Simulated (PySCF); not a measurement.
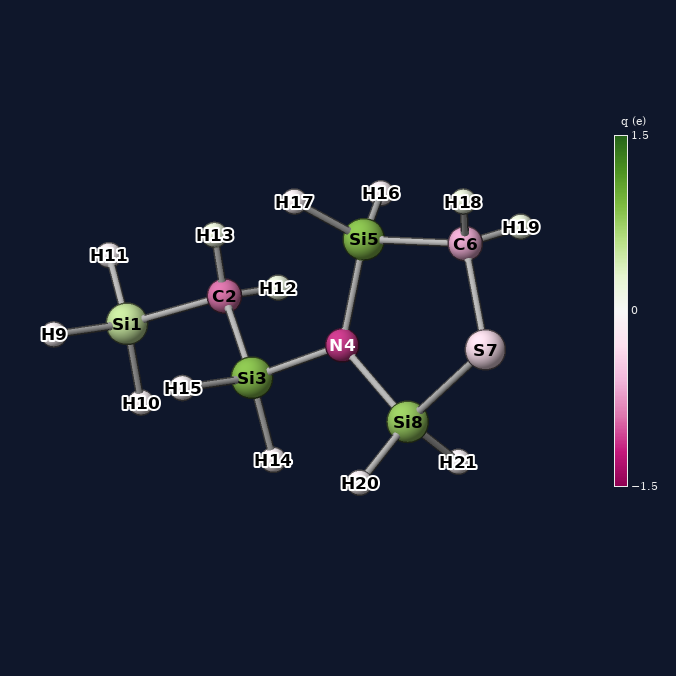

Atoms are coloured by their Mulliken charges. The computed structure is the end point of a GFN2-xTB optimisation. No frequency run is at hand to confirm it as a minimum. Level of theory: PBE0/pcSseg-1, gas phase (PySCF 2.14.0).

> Which atom carries the highest charge (most positive or least negative)?

Si5 (0.83 e).

> And the lowest?

N4 (−1.09 e).

Give the Mulliken charges atom by atom.

```tsv
atom	value (e)
Si1	0.48
C2	−0.89
Si3	0.82
N4	−1.09
Si5	0.83
C6	−0.64
S7	−0.28
Si8	0.75
H9	−0.07
H10	−0.07
H11	−0.08
H12	0.18
H13	0.19
H14	−0.09
H15	−0.07
H16	−0.09
H17	−0.09
H18	0.18
H19	0.18
H20	−0.08
H21	−0.07
```

Mulliken values depend strongly on the basis set and can even reverse the polarity of a bond. The geometry is semi-empirical. Around Si such bond lengths and angles can be off by a tenth of an ångström or more and by several degrees, and values that hang on the shape move with them.
